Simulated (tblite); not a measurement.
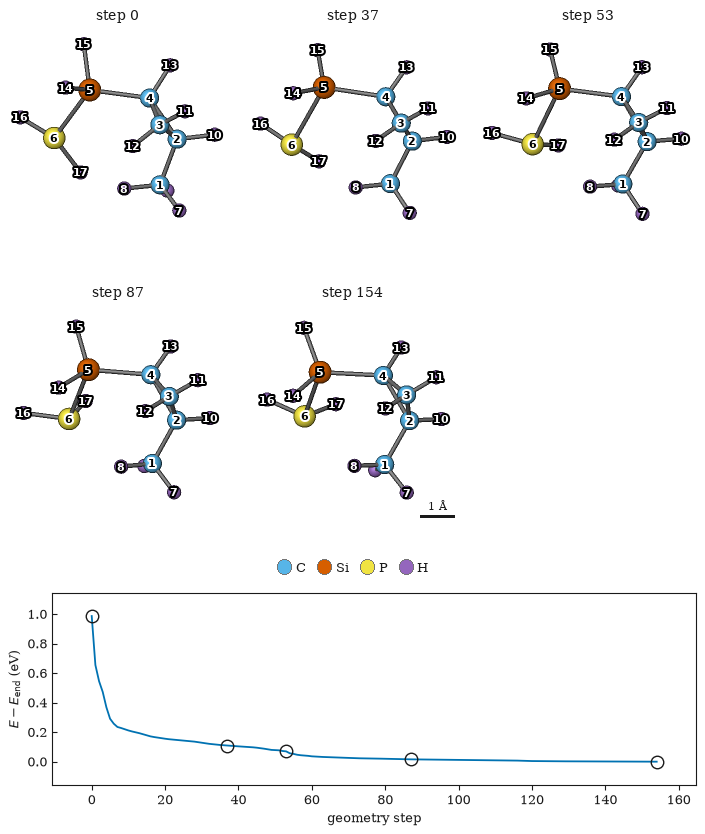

Frames of a relaxation of C₄H₁₁PSi (charge +1, multiplicity 2), marked on the history of the run. The picture is a ball-and-stick view, seen at a tilt.

All numbers below come from GFN2-xTB geometry optimisation, gas phase in tblite. 

Describe the path.

An H atom moves most after the best rigid fit: 1.66 Å. By element the largest moves are H 1.66 Å, P 0.62 Å, C 0.47 Å, Si 0.32 Å. Near-neighbour distances that change, for instance: P–Si 2.160 → 2.370 Å, C–C 1.464 → 1.539 Å, H–P 1.459 → 1.391 Å, C–Si 1.807 → 1.869 Å. Bond angles that change, for instance: H–P–H 114.4° → 95.6°, C–Si–P 119.3° → 102.5°, H–Si–H 104.9° → 117.4°. Over 154 geometry steps the energy falls by 0.987 eV. From step 0 to 37: an H atom moves most (0.55 Å), energy −0.877 eV. From step 37 to 53: an H atom moves most (0.57 Å), energy −0.040 eV. From step 53 to 87: an H atom moves most (0.68 Å), energy −0.054 eV. From step 87 to 154: an H atom moves most (0.58 Å), energy −0.016 eV.

| step | E − E(0), eV |
| --- | --- |
| 0 | 0.0000 |
| 1 | -0.3317 |
| 2 | -0.4412 |
| 3 | -0.5141 |
| 4 | -0.6182 |
| 5 | -0.6956 |
| 6 | -0.7290 |
| 7 | -0.7514 |
| 8 | -0.7585 |
| 9 | -0.7671 |
| 10 | -0.7750 |
| 18 | -0.8236 |
| 25 | -0.8437 |
| 33 | -0.8684 |
| 40 | -0.8828 |
| 48 | -0.9031 |
| 55 | -0.9339 |
| 63 | -0.9546 |
| 71 | -0.9622 |
| 78 | -0.9658 |
| 86 | -0.9704 |
| 93 | -0.9720 |
| 101 | -0.9738 |
| 109 | -0.9763 |
| 116 | -0.9793 |
| 124 | -0.9834 |
| 131 | -0.9844 |
| 139 | -0.9856 |
| 146 | -0.9863 |
| 154 | -0.9866 |
